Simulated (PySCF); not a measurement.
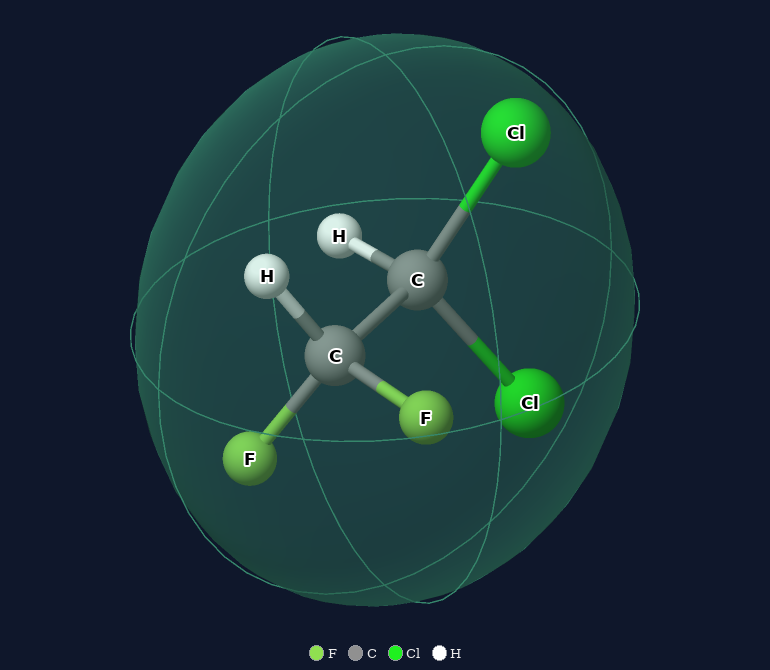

The ellipsoid shows the static dipole polarisability: its half-axes are proportional to the principal values. Computed geometry: PBE0-D3(BJ)/def2-SVP optimisation. No frequency run is at hand to confirm it as a minimum. Computed with CAM-B3LYP/def2-SVPD (PySCF 2.14.0).

**Give the principal values, the mean and the anisotropy.**

Principal values 46.5, 54.3, 63.5 bohr³; mean 54.8 bohr³ (8.12 Å³); anisotropy 14.8 bohr³, so the longest axis is 1.37 times the shortest.
